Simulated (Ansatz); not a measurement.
```xyz
8

Sn    0.0046   -0.0015   -0.0979
H     0.0821   -0.0697    1.6306
H     1.5878    0.0632   -0.7296
H    -0.8595    1.3903   -0.5841
H    -0.7938   -1.3917   -0.6838
N     0.3173   -0.2786    3.8691
H    -0.6930   -0.4601    3.9836
H     0.3563    0.7481    3.9740
```

Core potentials replace the inner electrons of Sn.

These are results of Ansatz 0.2.0, UKS r2SCANh/def2-SVP, not measurements.

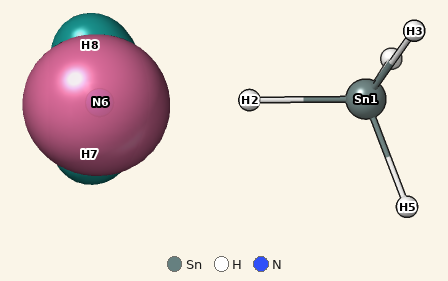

H4Sn···NH2 (doublet). The HOMO−1 (α) at ±0.15 Å⁻³ᐟ² (teal and pink are the two phases), seen across its widest extent.

Where does this orbital lie, and at what energy?

Its weight (Hirshfeld) is mainly on N6 (about 85 %), H7 (about 10 %) and H8 (about 10 %); largely a lone pair of N6. Its energy is −8.35 eV.
